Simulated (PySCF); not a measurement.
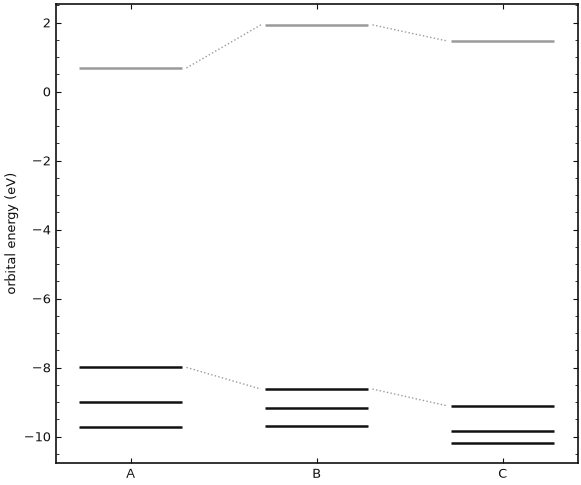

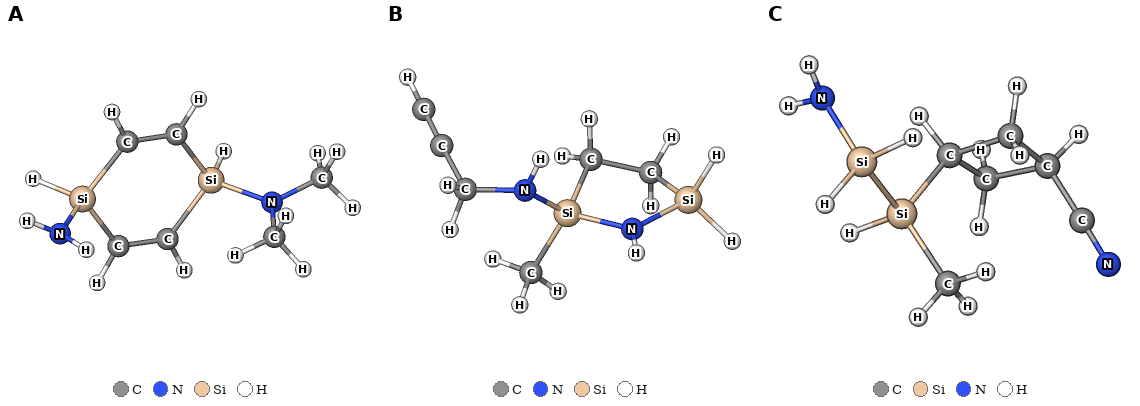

Related molecules: A is C₆H₁₄N₂Si₂, SMILES CN(C)[Si@H]1C=C[Si@@H](N)C=C1; B is C₆H₁₄N₂Si₂, SMILES C#CCN[Si@@]1(C)CC[SiH2]N1; C is C₆H₁₄N₂Si₂, SMILES C[Si@@H]([SiH2]N)[C@H]1C[C@@H](C#N)C1. Frontier orbital energies, ωB97X-D/def2-SVPD with PySCF 2.14.0, at a PBE0-D3(BJ)/def2-SVP geometry (no frequency check); drawn are at most three filled levels and, in grey, the LUMO with any level within 0.03 eV of it; dotted lines join the HOMOs and the LUMOs.

Q: What does the change do to the frontier levels?

A: From A to B the HOMO falls by 0.63 eV and the LUMO rises by 1.25 eV, so the separation goes from 8.68 to 10.56 eV. From A to C the HOMO falls by 1.11 eV and the LUMO rises by 0.78 eV, so the separation goes from 8.68 to 10.58 eV.

Q: Does the ΔSCF ionisation energy follow the HOMO?

A: A: −ε(HOMO) 8.00, ΔSCF 7.94 eV; B: −ε(HOMO) 8.62, ΔSCF 8.58 eV; C: −ε(HOMO) 9.11, ΔSCF 9.18 eV.

Limits of at least one run: empty levels above zero depend strongly on the basis; one conformer of a flexible molecule.
